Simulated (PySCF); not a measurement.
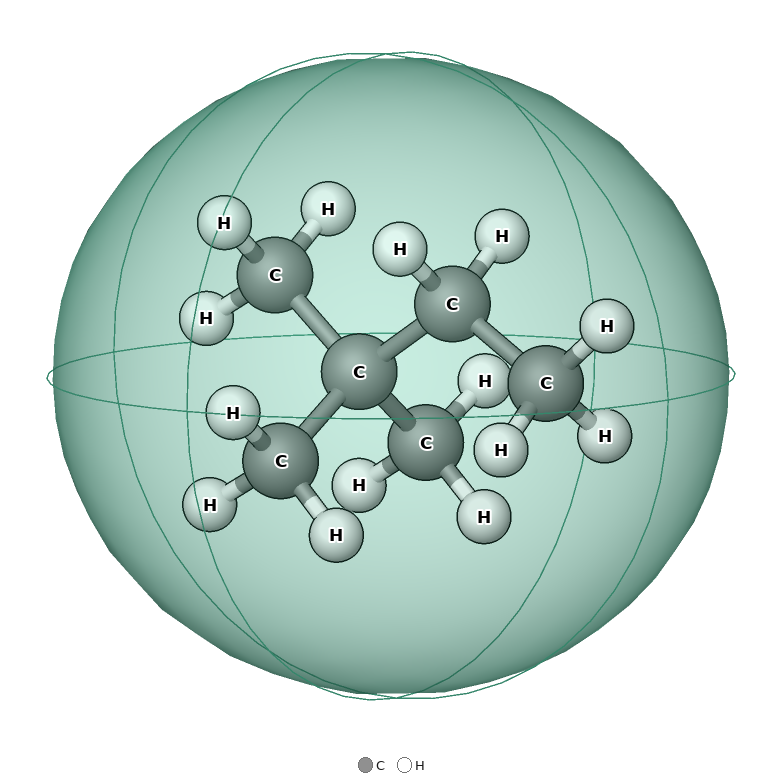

The ellipsoid shows the static dipole polarisability: its half-axes are proportional to the principal values. The geometry was computed by an optimisation with PBE0-D3(BJ)/def2-SVP. No frequency run is at hand to confirm it as a minimum. Level of theory: PBE0/def2-SVP (PySCF 2.14.0).

> Give the principal values, the mean and the anisotropy.

Principal values 65.3, 65.4, 71.9 bohr³; mean 67.5 bohr³ (10.01 Å³); anisotropy 6.5 bohr³, so the longest axis is 1.10 times the shortest.
